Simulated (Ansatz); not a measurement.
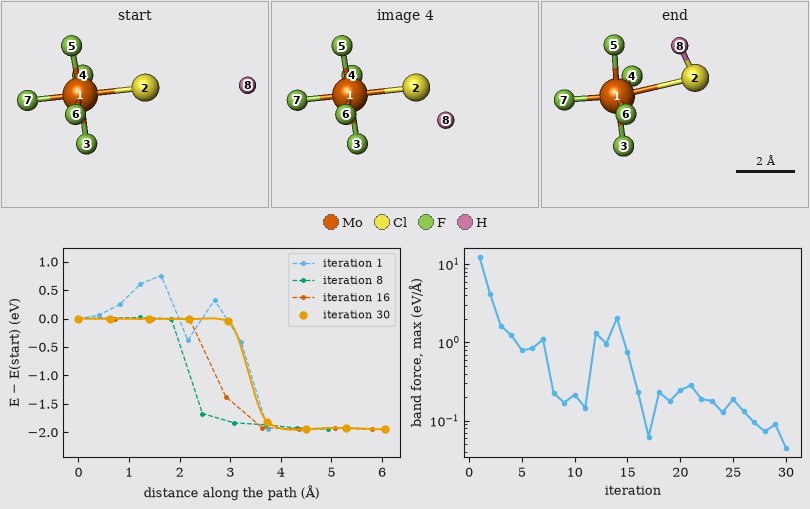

A search for the minimum-energy path of MoHClF5 (multiplicity 2), made up at the start of MoClF5 and H by the nudged elastic band. Images are numbered from 0 (start) to 8 (end). The plot follows the band through its iterations. Style: ball-and-stick. Shown at a tilt.

All numbers below come from UKS PBE/def2-SVP (Ansatz 0.2.0). Set-up: 7 movable images; climbing image; force threshold 0.05 eV/Å; iteration limit 60; starting path through a guess of the saddle point.

Q: Did the band converge, and can the barrier be trusted?

A: The run is converged, with reservations. The band converged in 30 iterations. The largest component of the band force went from 12 to 0.045 eV/Å. The first iteration put the highest image at 0.76 eV. No barrier shows: the energy is highest at the start, and the end lies 1.95 eV below the start.

Limits of the set-up: the start holds two separate molecules, 3.6 Å apart at their closest, whose relative position is a soft coordinate and is computed without a dispersion correction.

Cost: 13 min on 4 threads of Arm Neoverse V1 (shared host), peak memory 0.37 GiB.
